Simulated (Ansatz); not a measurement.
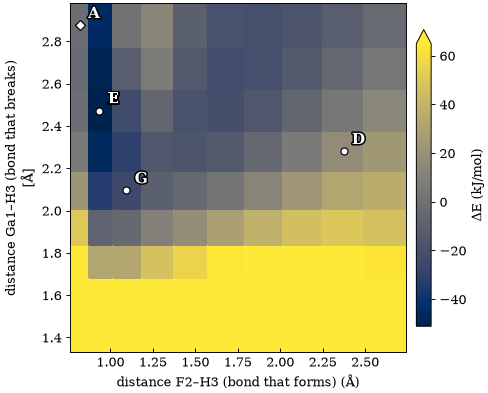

The reacting system ClFGaH (fragments ClFGaH where the first distance is long, ClGa + FH where the second is long). 
- The first coordinate is: distance F2–H3 (bond that forms); the second: distance Ga1–H3 (bond that breaks).
- Relaxed at each point: all other coordinates.
- Grid: 10 × 10 points.
- Points are written as (first, second).
- Energies: kJ/mol, counted from a guessed transition structure relaxed with its forming and breaking bonds held.
- Energies and slopes of some neighbouring points disagree (a jump in structure or state, or too coarse a mesh). The reference is spin-restricted, so regions where a bond is pulled apart into radicals lie too high.
- All numbers below come from Ansatz 0.2.0, RKS r2SCAN0-D4/def2-SVP.

In the figure: one coloured cell a grid point, one colour for all values above the top of the scale, lettered points.

Question: Is D the lowest point of the computed grid?

Answer: No. D lies 68 kJ/mol above the lowest grid point, which is at (0.934 Å, 2.473 Å).

Question: Rank the lettered points by energy, lowest first.

Answer: E (−51 kJ/mol), G (−25 kJ/mol), A (−2.4 kJ/mol), D (17 kJ/mol).
